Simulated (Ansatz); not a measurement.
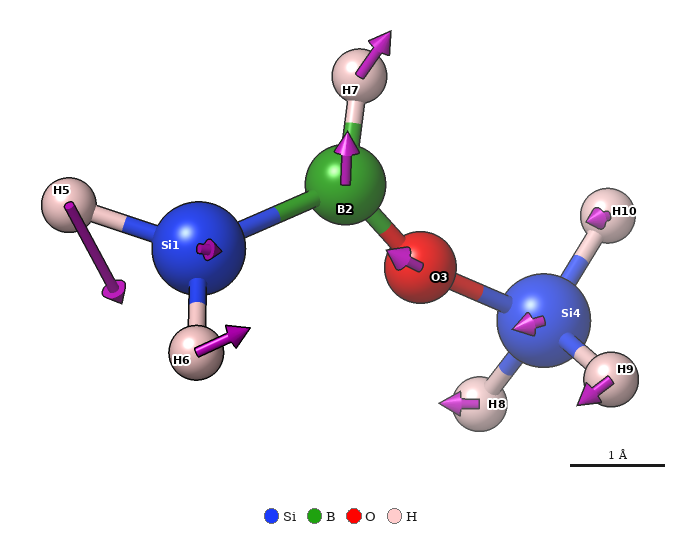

This is a relaxation of BSi2H6O (charge +1). The starting structure is drawn; purple arrows show the displacements, at their true length. The two geometries are superimposed by the best rigid fit.

The picture is a ball-and-stick view, seen at a tilt.

The run prepares the start of a later molecular dynamics calculation, from a guessed geometry.

All numbers below come from Ansatz, RKS revPBE/6-31G. Settings: no spin polarisation; force threshold 0.02 eV/Å; at most 40 steps.

Atoms of which element are displaced furthest, and by how much?

Hydrogen: up to 1.55 Å, against 0.61 Å for boron.

What did the optimiser do to the structure, and how much energy did it gain?

The largest move after the best rigid fit is that of H5, 1.55 Å. Largest moves by element: H 1.55 Å, B 0.61 Å, O 0.49 Å, Si 0.38 Å. Near-neighbour distances that change, for instance: Si1–O3 2.839 → 2.078 Å, O3–Si4 1.671 → 1.875 Å, B2–O3 1.290 → 1.403 Å, Si4–H10 1.458 → 1.502 Å. Bond angles that change, for instance: Si1–B2–O3 116.6° → 72.8°, Si1–B2–H7 120.5° → 155.6°, B2–O3–Si4 156.4° → 141.0°. Groups turn about Si1–B2 by about 50°. The energy falls by 0.812 eV in 17 accepted moves (19 points after the start). The largest force component goes from 2.1 to 0.012 eV/Å. The line search rejected the trial steps at points 14, 17 of the run. Cost: 35 s on 1 thread of Arm Neoverse V2, on a shared host, peak memory 0.12 GiB.
